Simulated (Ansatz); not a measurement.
# AlC (doublet): B2PLYP over vertical spin and charge gaps, def2-QZVPP

How well do these functionals follow the top wave-function level for AlC (doublet) over vertical spin and charge gaps?

The runs use Ansatz 0.2.0, Gaussian basis; def2-QZVPP, all electrons in the functionals, frozen cores in the correlation of double hybrids and RPA.

The runs, in order: B2PLYP, at charge 0, doublet; charge 0, quartet; charge 1, singlet; charge 1, triplet.

2 further runs of the same task are left out: 2 set aside as unsound or not needed.

## 1. What is computed

The geometry is a PBE0/def2-TZVP stationary point (not a proven minimum).

2 atoms, charge 0, spin multiplicity 2.

Atoms are counted from 1 here; the program's logs count them from 0.

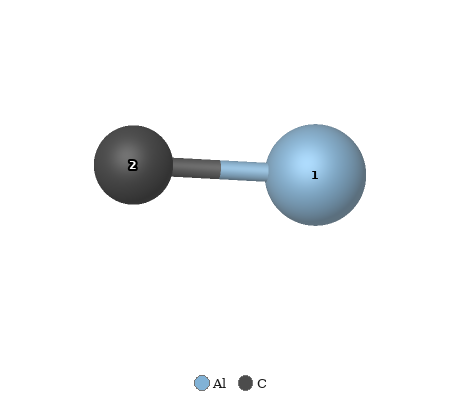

The structure; aluminium light blue, carbon dark grey; atoms are numbered from 1 in the order of the file.

As a file:

```
atom    x (Å)    y (Å)    z (Å)
 Al1  0.00000  0.00000  0.00000
  C2  0.00000  0.00000  1.95590
```

No dispersion term is added.

The geometry shown and the zero of energy belong to the point charge 0, doublet. The yardstick, UCCSD(T), and other wave-function levels (R restricted, U unrestricted, valence and pair active spaces) come from earlier runs.

## 2. B2PLYP, charge 0, doublet

File in.yaml:

```yaml
crystal:
  periodic: [false, false, false]
  atoms:
    - {symbol: Al, position_ang: [0.000000, 0.000000, 0.000000]}
    - {symbol: C, position_ang: [0.000000, 0.000000, 1.955903]}
basis:
  gaussian: {orbitals: "def2-QZVPP.json"}
magnetization: {spin_polarized: true, initial_magnetization: 1}
hamiltonian: {xc: {name: B2PLYP}}
correlation: {electrons: outside_noble_gas}
```

Command:

```sh
ansatz run in.yaml --threads 1 --pin off --events-out ev --progress --plain --max-ram 2393MiB
```

Standard output:

```text
Functional definition: B2PLYP
  name "B2PLYP"
  cite "Grimme, J. Chem. Phys. 124, 034108 (2006) doi:10.1063/1.2148954"
  cite "Becke, Phys. Rev. A 38, 3098 (1988) doi:10.1103/PhysRevA.38.3098"
  cite "Lee, Yang & Parr, Phys. Rev. B 37, 785 (1988) doi:10.1103/PhysRevB.37.785"
  parameter a = 0.53
  parameter c = 0.27
  exchange = (1 - a)*b88_x + a*exact_x
  correlation = (1 - c)*lyp_c + c*(mp2_os + mp2_ss)
756 factors; integrals over basis functions are off by at most 9.9e-4 eV
mean field evaluation 1: about -7615.4525 eV, gradient 2.9e1 eV
mean field evaluation 2: about -7615.4733 eV, gradient 2.9e1 eV
mean field evaluation 4: about -7621.1457 eV, gradient 5.6e0 eV
mean field evaluation 8: about -7621.5939 eV, gradient 5.8e-1 eV
mean field evaluation 16: about -7621.6863 eV, gradient 3.6e-1 eV
mean field evaluation 32: about -7622.9557 eV, gradient 2.1e-2 eV
mean field evaluation 64: about -7621.7935 eV, gradient 2.0e-4 eV
mean field evaluation 96: about -7622.9333 eV, gradient 1.5e-1 eV
mean field evaluation 128: about -7622.9553 eV, gradient 2.9e-2 eV
mean field evaluation 160: about -7620.0635 eV, gradient 5.5e0 eV
mean field evaluation 192: about -7622.9364 eV, gradient 5.1e-1 eV
mean field -7622.95568680 eV, -280.1384544651 hartree, gradient 4.3e-7 eV, S^2 1.831730; 11 other end points of the search recorded, 0 dependent functions left out
6 core orbitals not correlated: weight in the atoms' cores, before any rotation towards them, 1.000 or more for the frozen orbitals, at most 0.000 for the correlated occupied ones
reference -7622.95580295 eV, -280.1384587335 hartree; 4, 3 occupied and 117, 118 virtual orbitals, 756 factors
second order -4.78905577 eV of doubles, -0.00000000 eV of singles
Total energy: -7624.24884801 eV, -280.1859772630 hartree
```

Run time: 40 s. Hardware: 1 thread of Arm Neoverse V2, shared host; peak memory 0.29 GiB.

From the report: ⟨S²⟩ of the determinant 1.832 (pure doublet: 0.75). The determinant is far from a pure spin state, so its energy mixes those of several spin states (harmless only where they are near-degenerate, as at dissociation).

## 3. B2PLYP, charge 0, quartet

Edit in.yaml of step 2 so:

```diff
@@ -7,3 +7,3 @@
   gaussian: {orbitals: "def2-QZVPP.json"}
-magnetization: {spin_polarized: true, initial_magnetization: 1}
+magnetization: {spin_polarized: true, initial_magnetization: 3}
 hamiltonian: {xc: {name: B2PLYP}}
```

Same command.

Standard output, cut to the lines that bear on the results:

```text
Functional definition: B2PLYP
  name "B2PLYP"
  cite "Grimme, J. Chem. Phys. 124, 034108 (2006) doi:10.1063/1.2148954"
  cite "Becke, Phys. Rev. A 38, 3098 (1988) doi:10.1103/PhysRevA.38.3098"
  cite "Lee, Yang & Parr, Phys. Rev. B 37, 785 (1988) doi:10.1103/PhysRevB.37.785"
[...]
756 factors; integrals over basis functions are off by at most 9.9e-4 eV
[...]
mean field -7623.51963183 eV, -280.1591790624 hartree, gradient 6.4e-6 eV, S^2 3.758348; 2 other end points of the search recorded, 0 dependent functions left out
6 core orbitals not correlated: weight in the atoms' cores, before any rotation towards them, 1.000 or more for the frozen orbitals, at most 0.000 for the correlated occupied ones
reference -7623.51974709 eV, -280.1591832981 hartree; 5, 2 occupied and 116, 119 virtual orbitals, 756 factors
second order -4.96285353 eV of doubles, -0.00000000 eV of singles
Total energy: -7624.85971754 eV, -280.2084263040 hartree
```

Run time: 3.8 s. Hardware: 1 thread of Arm Neoverse V2, shared host.

From the report: ⟨S²⟩ of the determinant 3.758 (pure quartet: 3.75).

From charge 0, doublet: -0.611 eV.

## 4. B2PLYP, charge 1, singlet

Edit in.yaml of step 3 so:

```diff
@@ -7,3 +7,4 @@
   gaussian: {orbitals: "def2-QZVPP.json"}
-magnetization: {spin_polarized: true, initial_magnetization: 3}
+total_charge: 1
+magnetization: {spin_polarized: true, initial_magnetization: 0}
 hamiltonian: {xc: {name: B2PLYP}}
```

Same command.

Standard output, cut to the lines that bear on the results:

```text
Functional definition: B2PLYP
  name "B2PLYP"
  cite "Grimme, J. Chem. Phys. 124, 034108 (2006) doi:10.1063/1.2148954"
  cite "Becke, Phys. Rev. A 38, 3098 (1988) doi:10.1103/PhysRevA.38.3098"
  cite "Lee, Yang & Parr, Phys. Rev. B 37, 785 (1988) doi:10.1103/PhysRevB.37.785"
[...]
756 factors; integrals over basis functions are off by at most 9.9e-4 eV
[...]
mean field -7614.48544511 eV, -279.8271788240 hartree, gradient 3.3e-6 eV, S^2 1.394449; 16 other end points of the search recorded, 0 dependent functions left out
6 core orbitals not correlated: weight in the atoms' cores, before any rotation towards them, 1.000 or more for the frozen orbitals, at most 0.000 for the correlated occupied ones
reference -7614.48556861 eV, -279.8271833627 hartree; 3, 3 occupied and 118, 118 virtual orbitals, 756 factors
second order -4.14939372 eV of doubles, -0.00000000 eV of singles
Total energy: -7615.60590491 eV, -279.8683549625 hartree
```

Wall time 32 s (1 thread of Arm Neoverse V2, shared host); peak memory 0.28 GiB.

From the report: ⟨S²⟩ of the determinant 1.394 (pure singlet: 0.00). The determinant is far from a pure spin state, so its energy mixes those of several spin states (harmless only where they are near-degenerate, as at dissociation).

From charge 0, doublet: +8.643 eV.

## 5. B2PLYP, charge 1, triplet

Edit in.yaml of step 4 so:

```diff
@@ -8,3 +8,3 @@
 total_charge: 1
-magnetization: {spin_polarized: true, initial_magnetization: 0}
+magnetization: {spin_polarized: true, initial_magnetization: 2}
 hamiltonian: {xc: {name: B2PLYP}}
```

The command is unchanged.

Standard output, cut to the lines that bear on the results:

```text
Functional definition: B2PLYP
  name "B2PLYP"
  cite "Grimme, J. Chem. Phys. 124, 034108 (2006) doi:10.1063/1.2148954"
  cite "Becke, Phys. Rev. A 38, 3098 (1988) doi:10.1103/PhysRevA.38.3098"
  cite "Lee, Yang & Parr, Phys. Rev. B 37, 785 (1988) doi:10.1103/PhysRevB.37.785"
[...]
756 factors; integrals over basis functions are off by at most 9.9e-4 eV
[...]
mean field -7615.11241071 eV, -279.8502193851 hartree, gradient 2.6e-6 eV, S^2 2.538088; 8 other end points of the search recorded, 0 dependent functions left out
6 core orbitals not correlated: weight in the atoms' cores, before any rotation towards them, 1.000 or more for the frozen orbitals, at most 0.000 for the correlated occupied ones
reference -7615.11253512 eV, -279.8502239571 hartree; 4, 2 occupied and 117, 119 virtual orbitals, 756 factors
second order -4.03263378 eV of doubles, -0.00000000 eV of singles
Total energy: -7616.20134624 eV, -279.8902370277 hartree
```

Run time: 16 s. Hardware: 1 thread of Arm Neoverse V2, shared host; peak memory 0.27 GiB.

From the report: ⟨S²⟩ of the determinant 2.538 (pure triplet: 2.00). The determinant is far from a pure spin state, so its energy mixes those of several spin states (harmless only where they are near-degenerate, as at dissociation).

From charge 0, doublet: +8.048 eV.

## 6. The comparison

No level is safe as a reference over these points; UCCSD(T) serves as a yardstick only. It comes from earlier runs at the same points. Energies in eV, counted from charge 0, doublet; blanks weren't run or aren't comparable.

```
   level  doublet to quartet  ionisation to the singlet cation  ionisation to the triplet cation
UCCSD(T)              -0.592                                                               8.107
  B2PLYP              -0.611                             8.643                             8.048
```

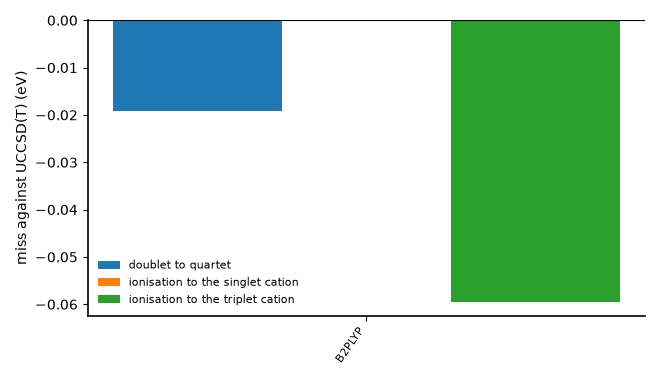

Misses of the gaps against UCCSD(T).

Largest miss and mean time a point (UCCSD(T) took 31 s a point; shared hosts):

```
 level  largest miss (eV)                             where  time a point
B2PLYP             -0.059  ionisation to the triplet cation          23 s
```

## 7. What came out

| quantity | value |
| --- | --- |
| doublet to quartet, UCCSD(T) | -0.592 eV |
| ionisation to the triplet cation, UCCSD(T) | 8.107 eV |
| largest miss, B2PLYP | -0.059 eV (ionisation to the triplet cation) |

What this shows: Misses are known at 2 of 3 points at best, and only functionals with that many are ranked. B2PLYP strays by up to 0.059 eV, at ionisation to the triplet cation. B2PLYP clearly breaks the spin symmetry at some points (⟨S²⟩ up to 1.39 above the pure value), so energy there is bought with a mixed spin. Functionals and the yardstick converge differently with the basis, so part of each miss in def2-QZVPP is the basis. The yardstick itself may be off where one determinant is a poor start.
